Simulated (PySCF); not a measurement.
CH3BeF, SMILES [CH3][Be][F] at its B3LYP/def2-SVP optimised geometry (Å):

```
6

Be     0.3439     0.1552     0.0000
F      1.7331     0.1552     0.0000
C     -1.3221     0.1544    -0.0003
H     -1.7325     0.4620     0.9780
H     -1.7314    -0.8472    -0.2226
H     -1.7331     0.8472    -0.7561
```

Level of theory: B3LYP/def2-TZVP run with PySCF 2.14.0. Cells within 0.4 Å of a nucleus heavier than hydrogen are left out (blank, or x).

Map of the deformation density (molecule minus spherical neutral atoms) (e/bohr³) on the plane z = 0.0 Å:

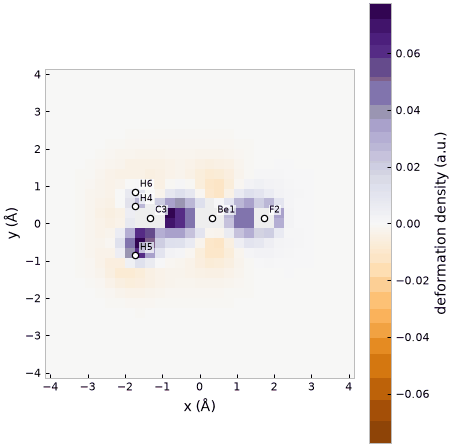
*Deformation density (molecule minus spherical neutral atoms) (e/bohr³) on the plane z = 0.0 Å.*
